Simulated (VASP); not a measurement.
Band structure of Na (space group Im-3m). Computed with PBE GGA, VASP's PBE PAW potentials (set 64) (plane waves; VASP).

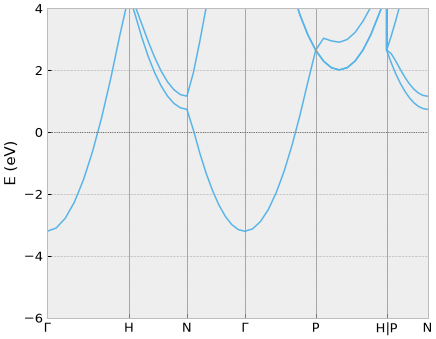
Figure: Bands along high-symmetry lines, zero at the valence-band maximum or, without a gap, the Fermi level

Task: Read the plot: is there a gap, and where are the band edges?

Result: It has no gap at this level: it comes out as a metal or semimetal.

The structure is a typed Na crystal (Im-3m). The cell was not relaxed at this level.
